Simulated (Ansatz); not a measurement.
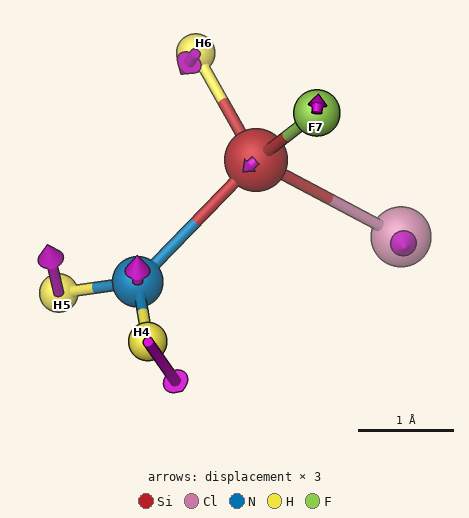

A relaxation of SiNH$_{3}$ClF. The starting structure is drawn; purple arrows show the displacements, magnified 3 times. The two geometries are superimposed by the best rigid fit.

Style: ball-and-stick. Shown from a free direction.

The run prepares the start of a later molecular dynamics calculation, from a guessed geometry.

Method: RKS PBE-D4/def2-SVP in Ansatz 0.2.0.

Input file:
```yaml
crystal:
  periodic: [false, false, false]
  atoms:
    - { symbol: Si, position_ang: [0.0, 0.0, 0.0] }
    - { symbol: Cl, position_ang: [0.0, 0.0, 2.13] }
    - { symbol: "N", position_ang: [1.7163, 0.0, -0.6061] }
    - { symbol: H, position_ang: [2.2145, -0.918, -0.7868] }
    - { symbol: H, position_ang: [2.2175, 0.918, -0.7783] }
    - { symbol: H, position_ang: [-0.6877, 1.1914, -0.4862] }
    - { symbol: F, position_ang: [-0.7489, -1.2974, -0.5295] }
basis:
  gaussian: { orbitals: def2-SVP }
hamiltonian:
  xc: pbe
  dispersion: d4
relax:
  f_tol: 0.02
  max_steps: 40
```

Command:
```bash
ansatz run input.yaml --threads 2 --pin off --max-ram 3072MiB --backend cpu --events-out ev --progress --plain --runs-dir out
```

**Which element moves most?**

Hydrogen: up to 0.40 Å, against 0.18 Å for chlorine.

**What happened in the run?**

The largest move after the best rigid fit is that of H4, 0.40 Å. Largest moves by element: H 0.40 Å, Cl 0.18 Å, N 0.13 Å, F 0.07 Å, Si 0.07 Å. Some distances before and after: Si1–N3 1.820 → 1.711 Å, Si1–Cl2 2.130 → 2.079 Å, Si1–F7 1.589 → 1.632 Å, N3–H4 1.060 → 1.022 Å. Bond angles that change, for instance: H4–N3–H5 120.0° → 112.0°, Cl2–Si1–F7 109.5° → 104.1°, Cl2–Si1–N3 109.5° → 113.9°. The energy falls by 0.371 eV in 13 accepted moves (14 points after the start). Largest force component: 3.5 eV/Å at the start, 0.015 eV/Å at the end. The line search rejected the trial step at point 6 of the run. The forces were under the threshold at step 12, but the run went on from there.
